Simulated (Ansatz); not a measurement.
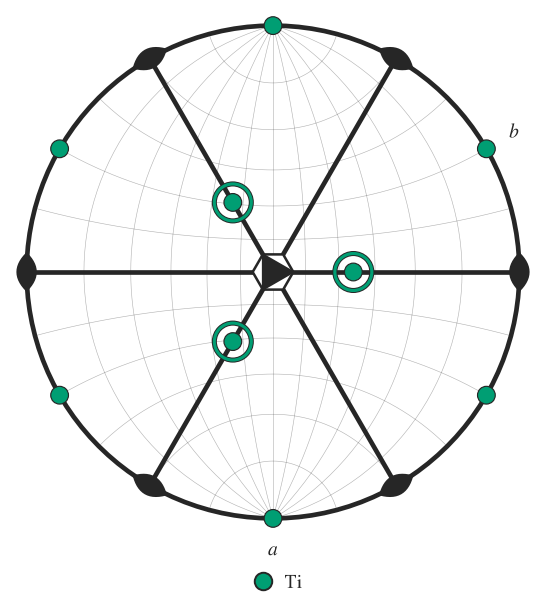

Directions from one titanium atom at (1/3, 2/3, 1/4) to its bonded neighbours, in stereographic projection down c (filled: above the plane of the page or in it, open: below). Crystal: Ti, coordinates from a relaxation with Ansatz 0.2.0, DFT, RPBE, plane waves (420 eV) with PAW, scalar-relativistic. All values are computed from the atomic coordinates in the standard setting (tolerance 0.002 Å).

Neighbours are counted up to 3.26 Å for Ti. The symmetry elements of the site are drawn in: heavy lines are mirror planes (a heavy rim: a mirror in the plane of the page); lens, triangle, square and hexagon are 2-, 3-, 4- and 6-fold axes, a lens in an open square is −4, a triangle in an open hexagon −6; thin dashed diameters join the ends of axes that lie in the page; a small open circle marks inversion.

```
Ti
1.0
     2.96751    0.00000    0.00000
    -1.48375    2.56994    0.00000
     0.00000    0.00000    4.69525
Ti
2
Cartesian
  0.0000 1.7133 1.1738
  1.4838 0.8566 3.5214
```

Q: How many neighbours are there, and at what angles?

A: 12: 6 Ti at 2.91 Å, 6 Ti at 2.97 Å. Angles between bonds: 59° (12×), 60° (6×), 61° (6×), 90° (12×), 108° (3×), 120° (6×), 121° (12×), 146° (6×), 180° (3×).

Q: What is the site's symmetry in the crystal?

A: Point group -6m2 (D3h), order 12: one −6 axis, three twofold axes, four mirror planes. In No. 194, P6_3/mmc this is Wyckoff position 2c.
